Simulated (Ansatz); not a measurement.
# C₇H₇F₆GaO₂: single-point calculation

C₇H₇F₆GaO₂ (GaMe2(hfac)), computed with RKS PBE0-D4/def2-TZVP (Ansatz 0.2.0).

The geometry comes from this level: PBE-D4/def2-SVP. Figures and captions count atoms from 1; the log counts them from 0 in places.

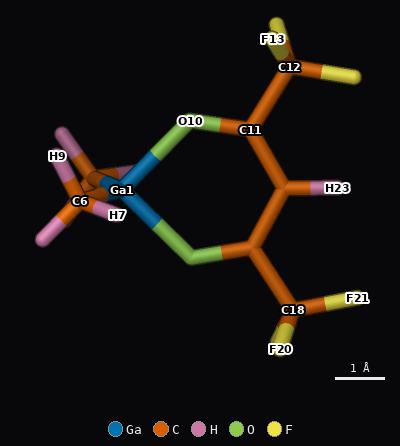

The structure (stick view, seen at a tilt; atoms are numbered from 1 in the order of the input). Sticks mark near contacts. Bond lengths as drawn: C–C 1.41 to 1.54 Å, C–F 1.35 Å, C–Ga 1.96 to 1.97 Å, C–H 1.09 to 1.11 Å, C–O 1.27 Å and Ga–O 2.02 Å.

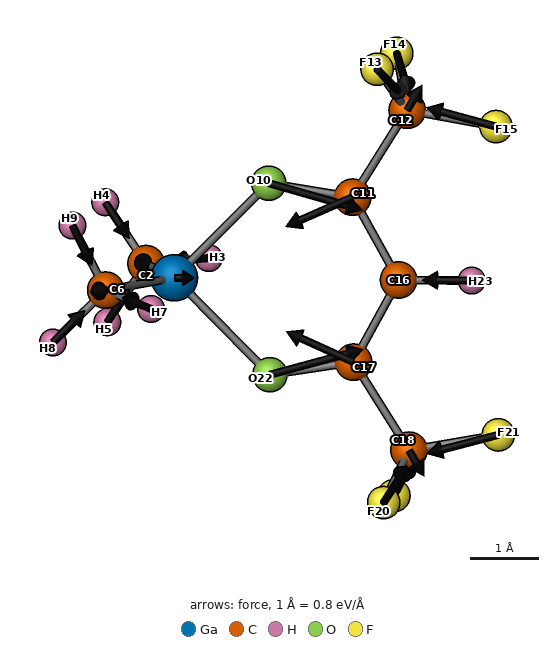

Forces on the atoms as black arrows (ball-and-stick view, seen on its broad side; atoms are numbered from 1 in the order of the input); the smallest are left out. The largest act on O10, O22 (1.17 eV/Å); F21 (0.89 eV/Å); C11, C17 (0.89 eV/Å); F15 (0.87 eV/Å), among others. The geometry is not a stationary point of this energy.

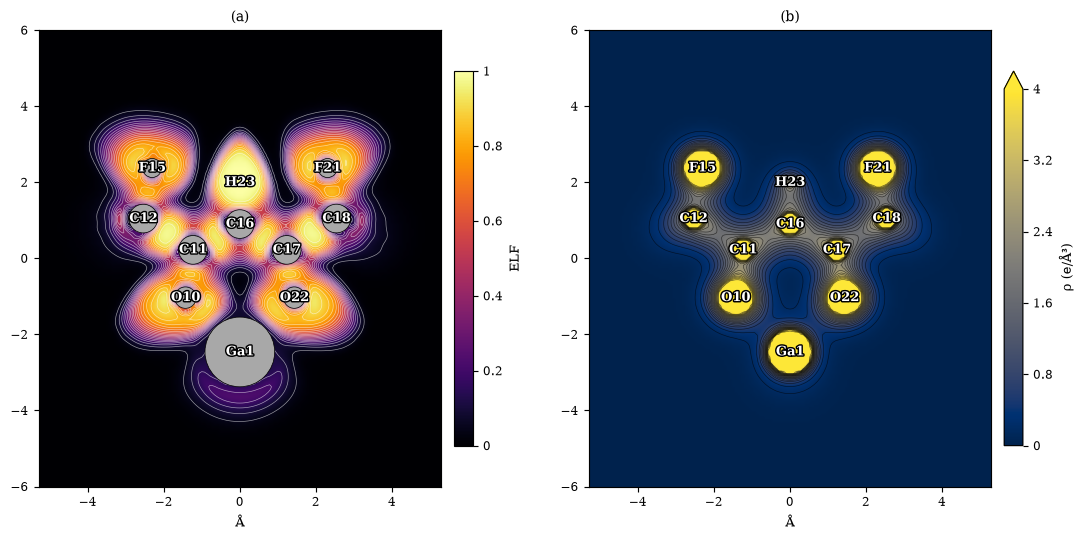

(a) ELF; (b) electron density on the plane of atoms C16, C17 and O22. Grey discs, where drawn, cover atomic cores. C–O (1.27 Å): ρ at the midpoint is about 2.9 e/Å³; the ELF peaks at about 0.85 between the atoms; a multiple bond by its length, whose ELF region spreads away from the axis.

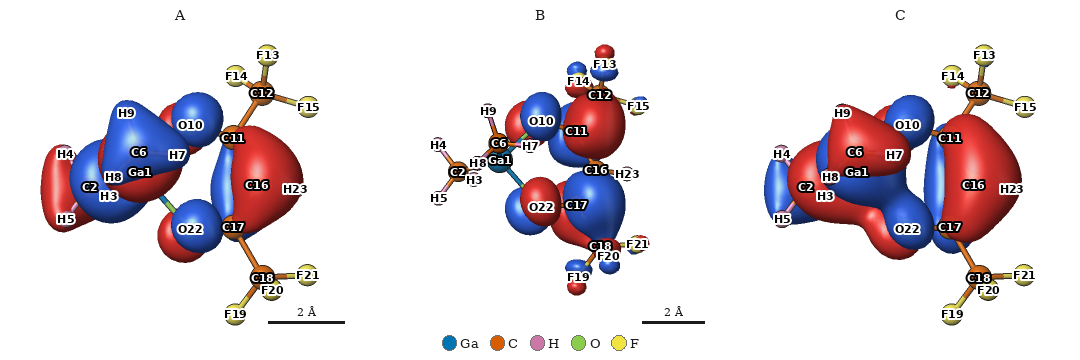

Three frontier orbitals at ±0.08 Å⁻³ᐟ² (red and blue are the two phases). C is the HOMO−1 (−8.57 eV). Its weight (Hirshfeld) is mainly on C16 (20 %), C6 (15 %), Ga1 (10 %) and C2 (10 %). A is the HOMO (−7.70 eV). Its weight (Hirshfeld) is mainly on C2 (15 %), C6 (15 %), C16 (15 %), Ga1 (10 %) and O10 (10 %). B is the LUMO (−3.14 eV). Its weight (Hirshfeld) is mainly on C17 (25 %), C11 (25 %), O10 (15 %) and O22 (15 %). The HOMO–LUMO gap is 4.56 eV between the orbital energies.

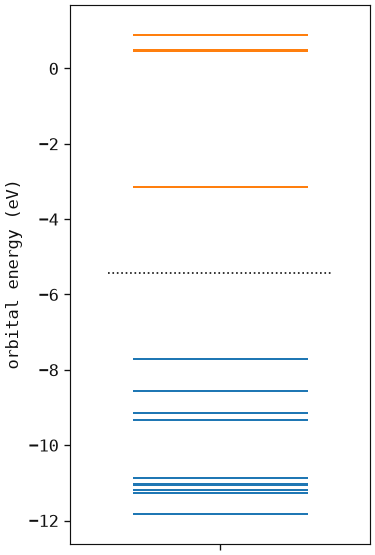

Orbital energies near the frontier; the dotted line parts filled from empty levels, and levels within 0.02 eV of each other stand side by side. Highest filled −7.70 eV, lowest empty −3.14 eV, 4.56 eV apart.

These pictures come from the run below.

**Input**
```yaml
crystal:
  periodic: [false, false, false]
  atoms:
    - {symbol: Ga, position_ang: [1.327145, -0.052667, 1.044308]}
    - {symbol: C, position_ang: [0.729274, -0.022808, 2.916494]}
    - {symbol: H, position_ang: [-0.375982, 0.033306, 2.965818]}
    - {symbol: H, position_ang: [1.148387, 0.853401, 3.450241]}
    - {symbol: H, position_ang: [1.057182, -0.938355, 3.448128]}
    - {symbol: C, position_ang: [3.050644, -0.116169, 0.102945]}
    - {symbol: H, position_ang: [2.891872, -0.302677, -0.978046]}
    - {symbol: H, position_ang: [3.698097, -0.920288, 0.507394]}
    - {symbol: H, position_ang: [3.586979, 0.848083, 0.216348]}
    - {symbol: O, position_ang: [0.280460, 1.418826, 0.134298]}
    - {symbol: C, position_ang: [-0.727895, 1.258552, -0.622328]}
    - {symbol: C, position_ang: [-1.326544, 2.588770, -1.130076]}
    - {symbol: F, position_ang: [-0.393098, 3.280657, -1.810026]}
    - {symbol: F, position_ang: [-1.730388, 3.334563, -0.083978]}
    - {symbol: F, position_ang: [-2.385996, 2.396639, -1.944484]}
    - {symbol: C, position_ang: [-1.320329, 0.047584, -1.026120]}
    - {symbol: C, position_ang: [-0.824165, -1.204721, -0.618408]}
    - {symbol: C, position_ang: [-1.513038, -2.485377, -1.139101]}
    - {symbol: F, position_ang: [-1.879696, -3.264158, -0.104597]}
    - {symbol: F, position_ang: [-0.653204, -3.179728, -1.910871]}
    - {symbol: F, position_ang: [-2.612704, -2.212990, -1.874159]}
    - {symbol: O, position_ang: [0.164017, -1.440868, 0.144971]}
    - {symbol: H, position_ang: [-2.191007, 0.080415, -1.688752]}
basis:
  gaussian: {orbitals: def2-TZVP, fitting: {mean_field: def2-universal-jkfit}, initial_orbitals: start.molden}
hamiltonian: {xc: pbe0, dispersion: d4}
scf: {omitted_lower_state_checks: [starts]}
output: {forces: true, orbitals: {seedname: orbitals}}
```

Launched with:
```bash
ansatz run in.yaml --threads 2 --pin off --events-out ev --progress --plain --max-ram 32768MiB --backend cuda --devices 0, --max-vram 18GiB
```

**Log**
```
Functional definition: PBE0
  name "PBE0"
  cite "Adamo & Barone, J. Chem. Phys. 110, 6158 (1999) doi:10.1063/1.478522"
  cite "Perdew, Burke & Ernzerhof, Phys. Rev. Lett. 77, 3865 (1996) doi:10.1103/PhysRevLett.77.3865"
  parent pbe
  parameter a = 0.25
  parameter kappa = 0.804
  parameter beta = 0.06672455060314922
  exchange = (1 - a)*pbe_x(kappa = kappa, mu = beta*pi^2/3) + a*exact_x
  correlation = pbe_c(beta = beta)
these checks for a lower state are left out or cut short: starts
1533 factors; integrals over basis functions are off by at most 1.6e0 eV
mean field evaluation 1: about -80110.6186 eV, gradient 3.6e2 eV
mean field evaluation 2: about -80124.4529 eV, gradient 1.3e1 eV
mean field evaluation 4: about -80124.8190 eV, gradient 3.6e-1 eV
mean field evaluation 8: about -80124.8197 eV, gradient 1.4e-5 eV
mean field -80124.81970895 eV, -2944.5328137506 hartree, gradient 1.4e-5 eV, S^2 0.000000; 0 other end points of the search recorded, 0 dependent functions left out
the calculation of the forces begins
reference -80124.81974664 eV, -2944.5328151355 hartree; 75, 75 occupied and 480, 480 virtual orbitals, 1533 factors
Total energy: -80125.42407377 eV, -2944.5550237478 hartree
Atom 0 at     1.327145    -0.052667     1.044308 Å, force    -0.196763     0.008046    -0.153027 eV/Å
Atom 1 at     0.729274    -0.022808     2.916494 Å, force    -0.076434     0.002751     0.310324 eV/Å
Atom 2 at    -0.375982     0.033306     2.965818 Å, force     0.534604    -0.027062    -0.013103 eV/Å
Atom 3 at     1.148387     0.853401     3.450241 Å, force    -0.210719    -0.424260    -0.243128 eV/Å
Atom 4 at     1.057182    -0.938355     3.448128 Å, force    -0.166778     0.444185    -0.241467 eV/Å
Atom 5 at     3.050644    -0.116169     0.102945 Å, force     0.303763    -0.003493    -0.146506 eV/Å
Atom 6 at     2.891872    -0.302677    -0.978046 Å, force     0.091589     0.095653     0.541829 eV/Å
Atom 7 at     3.698097    -0.920288     0.507394 Å, force    -0.312724     0.405348    -0.217619 eV/Å
Atom 8 at     3.586979     0.848083     0.216348 Å, force    -0.252005    -0.487873    -0.066790 eV/Å
Atom 9 at     0.280460     1.418826     0.134298 Å, force    -0.918017    -0.280988    -0.668810 eV/Å
Atom 10 at    -0.727895     1.258552    -0.622328 Å, force     0.643273    -0.385661     0.477607 eV/Å
Atom 11 at    -1.326544     2.588770    -1.130076 Å, force    -0.133778     0.314820    -0.109021 eV/Å
Atom 12 at    -0.393098     3.280657    -1.810026 Å, force    -0.615816    -0.382727     0.390616 eV/Å
Atom 13 at    -1.730388     3.334563    -0.083978 Å, force     0.211385    -0.409341    -0.674502 eV/Å
Atom 14 at    -2.385996     2.396639    -1.944484 Å, force     0.674924     0.196056     0.515540 eV/Å
Atom 15 at    -1.320329     0.047584    -1.026120 Å, force     0.009996    -0.001888    -0.002109 eV/Å
Atom 16 at    -0.824165    -1.204721    -0.618408 Å, force     0.655411     0.336267     0.500665 eV/Å
Atom 17 at    -1.513038    -2.485377    -1.139101 Å, force    -0.157431    -0.312615    -0.116205 eV/Å
Atom 18 at    -1.879696    -3.264158    -0.104597 Å, force     0.187335     0.448876    -0.692688 eV/Å
Atom 19 at    -0.653204    -3.179728    -1.910871 Å, force    -0.580714     0.388448     0.457506 eV/Å
Atom 20 at    -2.612704    -2.212990    -1.874159 Å, force     0.710191    -0.254763     0.473747 eV/Å
Atom 21 at     0.164017    -1.440868     0.144971 Å, force    -0.883149     0.347722    -0.689731 eV/Å
Atom 22 at    -2.191007     0.080415    -1.688752 Å, force     0.481858    -0.017500     0.366873 eV/Å
Dipole moment:     0.108249    -0.003806     0.099702 e Å
Checks for a lower state left out: starts
```

**Summary**

| quantity | value |
| --- | --- |
| outcome | converged |
| total energy | −80125.4241 eV |
| mean-field energy | −80124.8197 eV |
| dispersion energy | −0.6043 eV |
| SCF solution under orbital rotations | stable |
| HOMO | −7.70 eV |
| LUMO | −3.14 eV |
| largest force (length of the vector) | 1.173 eV/Å |
| dipole moment | 0.71 D |
| hardware | 2 CPU threads, shared host |
| wall time | 9.5 s (CPU time 9.3 s) |
| peak memory | 1.1 GiB |
